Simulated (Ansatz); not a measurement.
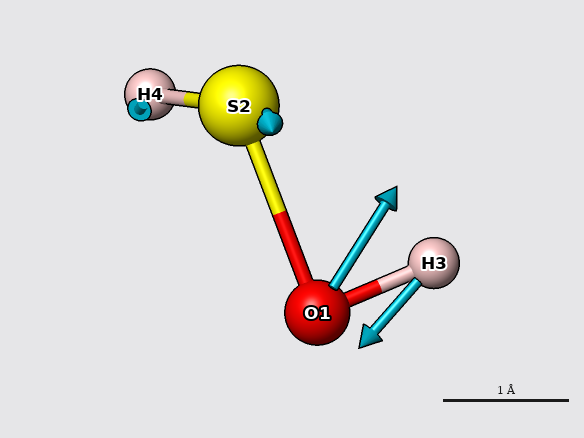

Arrows show the forces on the atoms, 0.3 Å of arrow for 1 eV/Å; forces under a tenth of the largest aren't drawn. Level of theory: PBE-D4/def2-TZVPP (Ansatz 0.2.0).

**On which atom is the force largest, and how large is it?**

On O1: 3.34 eV/Å.

**Along which bond is the force strongest?**

O1–H3, now 1.033 Å: the forces pull its atoms together, so a first step downhill shortens it.

List the force components in the frame of the picture (x right, y up, z towards the viewer), in eV/Å.

```
atom     Fx     Fy     Fz
  O1   1.73   2.75  −0.78
  S2   0.15  −0.53   1.28
  H3  −1.61  −1.83   0.34
  H4  −0.27  −0.39  −0.84
```
